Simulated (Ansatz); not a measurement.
The structure below was relaxed with PBEsol (Ansatz, a first-principles code), spin-orbit coupling left out.

```yaml
crystal:
  lattice:
    - [2.64752, 0.00000, 0.00000]
    - [0.00000, 5.36286, 0.00000]
    - [0.00000, 0.00000, 3.79672]
  atoms:
    - { symbol: C, position: [0.00000, 0.00000, 0.48925] }
    - { symbol: C, position: [0.50000, 0.76552, 0.99975] }
    - { symbol: Si, position: [0.00000, 0.50000, 0.50374] }
    - { symbol: C, position: [0.50000, 0.23448, 0.99975] }
    - { symbol: C, position: [0.50000, 0.00000, 0.73240] }
    - { symbol: C, position: [0.00000, 0.77891, 0.23142] }
    - { symbol: C, position: [0.50000, 0.50000, 0.81226] }
    - { symbol: C, position: [0.00000, 0.22109, 0.23142] }
```

Question: Find the space group and the Wyckoff positions.

Answer: Space group Pmm2 (No. 25); a = 2.648 Å, b = 5.363 Å, c = 3.797 Å, α = β = γ = 90.00°

```tsv
atom	site	symmetry	x	y	z
C	1a	mm2	0.0000	0.0000	0.4893
C	2h	m..	0.5000	0.2345	0.9998
Si	1b	mm2	0.0000	0.5000	0.5037
C	1c	mm2	0.5000	0.0000	0.7324
C	2g	m..	0.0000	0.2211	0.2314
C	1d	mm2	0.5000	0.5000	0.8123
```

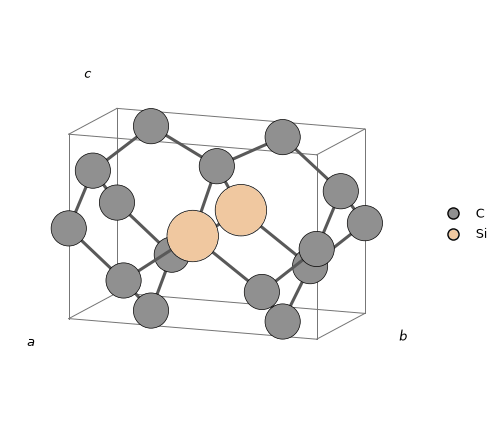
*The conventional cell*

These are small ordered cells, not random alloys; other orderings at the same x differ. Stability against distortions was not tested. The cell was made from C by this change: x(Si) = 0.125, 8 atoms, Pmm2.
